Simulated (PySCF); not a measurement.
**Geometry relaxation, with input and output: C₃H₇NS₂Si**

System: C₃H₇NS₂Si.
Method: PBE0-D3(BJ)/def2-SVP geometry optimisation, gas phase (PySCF 2.14.0).

It belongs to a series of runs on one base structure; here: H on Si replaced by N=CH2.

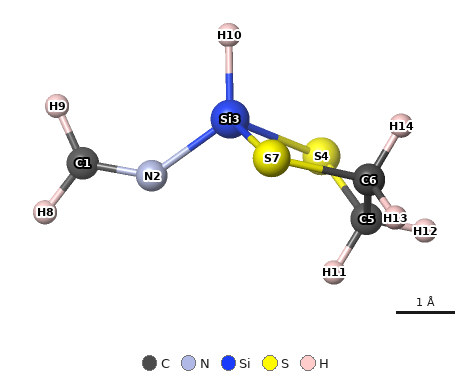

Figure 1. The structure as given in the input (ball-and-stick view, seen at a tilt; atoms are numbered from 1 in the order of the input).

## Key numbers

```tsv
quantity	value
outcome	converged
total energy	−1258.154634 hartree
dipole moment	0.20 D
point group	C1
hardware	1 CPU thread, shared host
wall time	1.9 min
peak memory	0.57 GiB
```

## Input
```
{"job": {"xc": "PBE0", "basis": "def2-SVP", "d3": "d3bj", "grid": 1, "kind": "geom"}, "charge": 0, "multiplicity": 1}
C     -2.832735    -1.052307     1.239447
N     -1.661490    -0.736495     0.939073
Si    -0.939466     0.226176    -0.274205
S      0.528494    -0.998506    -1.245441
C      1.927138    -0.357424    -0.264940
C      1.834102     1.141219    -0.108831
S      0.307714     1.620600     0.769142
H     -2.996284    -1.714598     2.084115
H     -3.721471    -0.706173     0.709742
H     -1.690609     0.909909    -1.316147
H      1.912922    -0.856376     0.704003
H      2.833821    -0.634238    -0.803153
H      2.661922     1.520086     0.490313
H      1.835264     1.637654    -1.079694
```

The first line tells a small driver script what to run in PySCF; the rest is the geometry in Å.

Run as:
```bash
OMP_NUM_THREADS=1 python <driver script> task.json out
```

## Output
```
step   0  E = -1258.14714091  max force = 0.025205
step   1  E = -1258.15296520  max force = 0.004469
step   2  E = -1258.15348570  max force = 0.007207
step   3  E = -1258.15437431  max force = 0.005316
step   4  E = -1258.15459878  max force = 0.001538
step   5  E = -1258.15463022  max force = 0.000733
step   6  E = -1258.15463442  max force = 0.000272
optimisation converged
```

## Trajectory as extended XYZ (Å, eV, eV/Å), 7 frames, from step=0 to step=6
```
14
Properties=species:S:1:pos:R:3:forces:R:3 step=0 energy=-34235.92752
C    -2.8327   -1.0523    1.2394   -0.1089   0.0210  -0.0058
N    -1.6615   -0.7365    0.9391    0.2602  -0.0626   0.1841
Si   -0.9395    0.2262   -0.2742    1.2961  -0.0095   0.0264
S     0.5285   -0.9985   -1.2454   -0.0743   0.0064  -0.3167
C     1.9271   -0.3574   -0.2649   -0.2801   0.1517  -0.0454
C     1.8341    1.1412   -0.1088   -0.2329  -0.2076   0.0690
S     0.3077    1.6206    0.7691   -0.0877   0.1781   0.1433
H    -2.9963   -1.7146    2.0841   -0.2878  -0.4380   0.5220
H    -3.7215   -0.7062    0.7097   -0.5769   0.1666  -0.2648
H    -1.6906    0.9099   -1.3161   -0.8149   0.1446  -0.3683
H     1.9129   -0.8564    0.7040    0.1369  -0.0994   0.3413
H     2.8338   -0.6342   -0.8032    0.3101  -0.1373  -0.1803
H     2.6619    1.5201    0.4903    0.2995   0.1678   0.2084
H     1.8353    1.6377   -1.0797    0.1607   0.1182  -0.3130
14
Properties=species:S:1:pos:R:3:forces:R:3 step=1 energy=-34236.08601
C    -2.9001   -1.0484    1.2389   -0.0438   0.0342  -0.0306
N    -1.6934   -0.7872    0.9970    0.2298  -0.1476   0.1811
Si   -0.8993    0.1628   -0.2215   -0.0120   0.0667  -0.0871
S     0.5790   -0.9702   -1.2818   -0.0384   0.0273   0.0008
C     1.9885   -0.3280   -0.2999   -0.0170  -0.0625   0.0444
C     1.8742    1.1685   -0.1189   -0.0291   0.0279  -0.0230
S     0.3337    1.6100    0.7737   -0.0199   0.0270  -0.0240
H    -3.1588   -1.7117    2.0870   -0.0572   0.0122  -0.0257
H    -3.7687   -0.6631    0.6616    0.0215   0.0391  -0.0416
H    -1.8582    0.7601   -1.2007   -0.0500  -0.0265  -0.0073
H     2.0124   -0.8419    0.6732    0.0412   0.0118  -0.0147
H     2.8997   -0.5904   -0.8607   -0.0294  -0.0008  -0.0124
H     2.7045    1.5607    0.4903   -0.0270  -0.0226   0.0181
H     1.8853    1.6773   -1.0950    0.0312   0.0139   0.0223
14
Properties=species:S:1:pos:R:3:forces:R:3 step=2 energy=-34236.10017
C    -2.8802   -1.0467    1.2427   -0.2515   0.2475  -0.3047
N    -1.6630   -0.8117    1.0249    0.1980  -0.3116   0.3706
Si   -0.8969    0.1458   -0.2065    0.0081   0.0911  -0.1025
S     0.5771   -0.9723   -1.2828   -0.0241   0.0286   0.0026
C     1.9866   -0.3250   -0.3049   -0.0122  -0.0129   0.0162
C     1.8668    1.1723   -0.1205   -0.0028  -0.0050  -0.0051
S     0.3258    1.6123    0.7710   -0.0214   0.0133  -0.0421
H    -3.2193   -1.7043    2.0659    0.1697  -0.0134   0.0329
H    -3.7069   -0.6174    0.6345   -0.0523  -0.0065  -0.0032
H    -1.8839    0.7198   -1.1738   -0.0445  -0.0327   0.0201
H     2.0222   -0.8410    0.6661    0.0224   0.0051   0.0015
H     2.8946   -0.5813   -0.8728   -0.0059   0.0042  -0.0127
H     2.6941    1.5622    0.4931   -0.0053  -0.0151   0.0197
H     1.8817    1.6858   -1.0936    0.0220   0.0074   0.0067
14
Properties=species:S:1:pos:R:3:forces:R:3 step=3 energy=-34236.12435
C    -2.8432   -1.0186    1.2228   -0.2733   0.0796  -0.0649
N    -1.5993   -0.8707    1.0859    0.0783  -0.1782   0.1663
Si   -0.8963    0.1043   -0.1752    0.0939   0.1628  -0.1726
S     0.5682   -0.9733   -1.2904    0.0308   0.0179  -0.0043
C     1.9758   -0.3204   -0.3143   -0.0002   0.0884  -0.0505
C     1.8474    1.1778   -0.1179    0.0530  -0.0654   0.0378
S     0.2977    1.6193    0.7568   -0.0094  -0.0060  -0.0744
H    -3.2535   -1.6673    2.0183   -0.0019   0.0033   0.0224
H    -3.6013   -0.5206    0.5745   -0.0188  -0.0808   0.0587
H    -1.9558    0.6131   -1.1064   -0.0039  -0.0207   0.0649
H     2.0334   -0.8437    0.6506   -0.0205  -0.0124   0.0337
H     2.8782   -0.5622   -0.8954    0.0404   0.0114  -0.0098
H     2.6638    1.5556    0.5159    0.0352   0.0036   0.0193
H     1.8835    1.7053   -1.0819   -0.0036  -0.0034  -0.0264
14
Properties=species:S:1:pos:R:3:forces:R:3 step=4 energy=-34236.13046
C    -2.8547   -1.0201    1.2240   -0.0083   0.0191  -0.0341
N    -1.6059   -0.8777    1.0941   -0.0670  -0.0516   0.0791
Si   -0.8973    0.1011   -0.1733    0.0487   0.0392  -0.0608
S     0.5720   -0.9646   -1.2965    0.0292   0.0053   0.0019
C     1.9823   -0.3157   -0.3199   -0.0042   0.0237  -0.0197
C     1.8568    1.1800   -0.1181    0.0155  -0.0198   0.0179
S     0.2997    1.6220    0.7459    0.0009   0.0056  -0.0411
H    -3.2678   -1.6503    2.0332    0.0015  -0.0044   0.0048
H    -3.6132   -0.5453    0.5613   -0.0009  -0.0136   0.0230
H    -1.9682    0.6042   -1.0916   -0.0028  -0.0013   0.0226
H     2.0368   -0.8423    0.6443   -0.0095  -0.0073   0.0069
H     2.8868   -0.5551   -0.9003    0.0050  -0.0012  -0.0025
H     2.6716    1.5534    0.5218   -0.0004  -0.0002   0.0081
H     1.8999    1.7088   -1.0816   -0.0078   0.0063  -0.0060
14
Properties=species:S:1:pos:R:3:forces:R:3 step=5 energy=-34236.13132
C    -2.8579   -1.0207    1.2251    0.0377  -0.0004   0.0083
N    -1.6078   -0.8825    1.0978   -0.0326  -0.0031  -0.0100
Si   -0.8966    0.0962   -0.1752    0.0095  -0.0046   0.0117
S     0.5776   -0.9622   -1.3008   -0.0013  -0.0005   0.0005
C     1.9851   -0.3130   -0.3215   -0.0020   0.0014   0.0009
C     1.8594    1.1819   -0.1183    0.0055   0.0001   0.0042
S     0.2966    1.6256    0.7340   -0.0046   0.0063  -0.0139
H    -3.2720   -1.6516    2.0335   -0.0027   0.0009   0.0022
H    -3.6161   -0.5429    0.5656   -0.0015  -0.0001  -0.0064
H    -1.9742    0.5950   -1.0865   -0.0017   0.0012  -0.0014
H     2.0351   -0.8415    0.6422    0.0018   0.0029  -0.0002
H     2.8916   -0.5521   -0.8992   -0.0034  -0.0020   0.0018
H     2.6700    1.5542    0.5279   -0.0042  -0.0029   0.0002
H     1.9079    1.7122   -1.0811   -0.0005   0.0010   0.0020
14
Properties=species:S:1:pos:R:3:forces:R:3 step=6 energy=-34236.13143
C    -2.8559   -1.0221    1.2253    0.0123  -0.0074   0.0056
N    -1.6064   -0.8824    1.0979   -0.0011   0.0107  -0.0140
Si   -0.8969    0.0965   -0.1766   -0.0002  -0.0110   0.0126
S     0.5778   -0.9607   -1.3023   -0.0033  -0.0011  -0.0005
C     1.9838   -0.3122   -0.3207   -0.0009  -0.0019   0.0029
C     1.8596    1.1828   -0.1180    0.0016  -0.0003   0.0002
S     0.2946    1.6295    0.7286   -0.0065   0.0061  -0.0071
H    -3.2695   -1.6509    2.0357   -0.0013   0.0004   0.0005
H    -3.6147   -0.5486    0.5633   -0.0014   0.0030  -0.0027
H    -1.9764    0.5933   -1.0868   -0.0004   0.0004  -0.0020
H     2.0314   -0.8406    0.6432    0.0026   0.0027   0.0014
H     2.8910   -0.5528   -0.8966   -0.0005  -0.0008   0.0016
H     2.6686    1.5537    0.5309   -0.0019  -0.0015   0.0007
H     1.9118    1.7130   -1.0805    0.0011   0.0007   0.0008
```

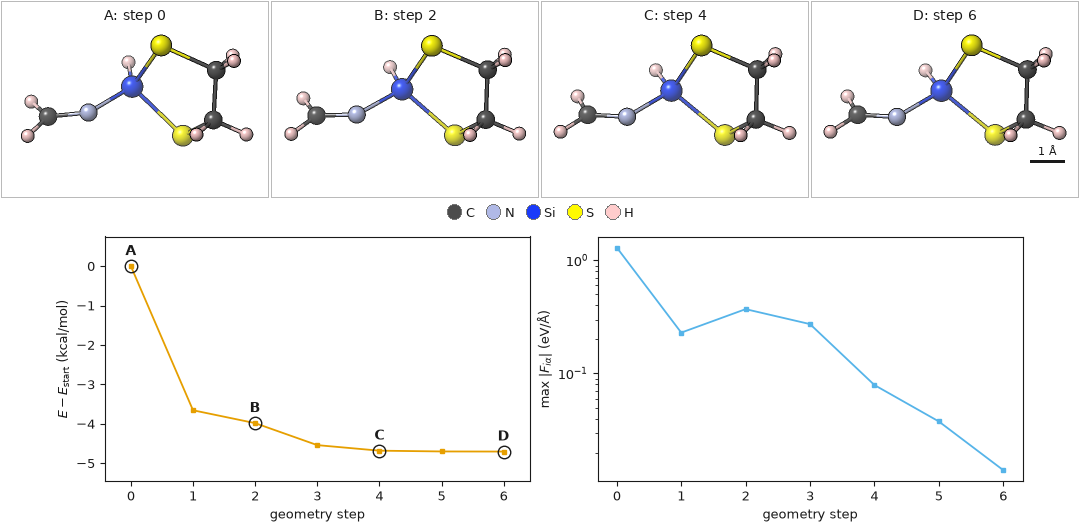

Figure 2. Frames of the relaxation (ball-and-stick view, seen at a tilt) above the curves, on which the letters mark them (steps are counted from 0).

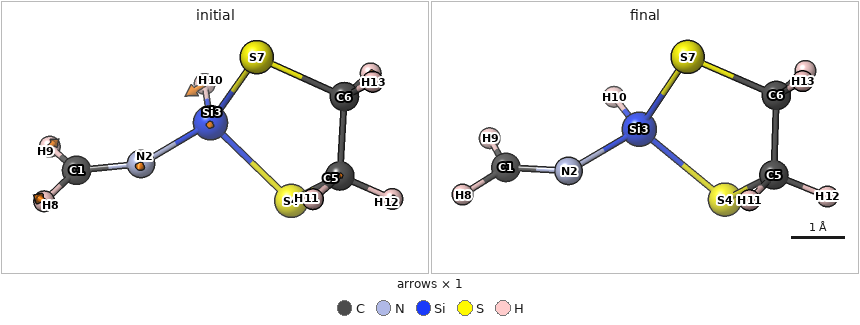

Figure 3. Before (left) and after (right) the relaxation, at one scale (ball-and-stick view, seen at a tilt). The orange arrows give the displacements, at true length. H10 moves most after the best rigid fit: 0.47 Å. Largest moves by element: H 0.47 Å, N 0.21 Å, Si 0.16 Å, C 0.08 Å, S 0.08 Å. Among the contacts that change: N2–Si3 1.709 → 1.757 Å, Si3–H10 1.455 → 1.497 Å, C1–H8 1.086 → 1.106 Å, C1–N2 1.250 → 1.264 Å. Among the angles that change: N2–Si3–H10 123.7° → 109.6°, C1–N2–Si3 135.2° → 122.3°, N2–Si3–S4 106.8° → 112.7°. The energy falls by 4.70 kcal/mol in 6 geometry steps. The largest force component goes from 1.3 to 0.014 eV/Å. (Atoms are counted from 1 in the order of the input.)
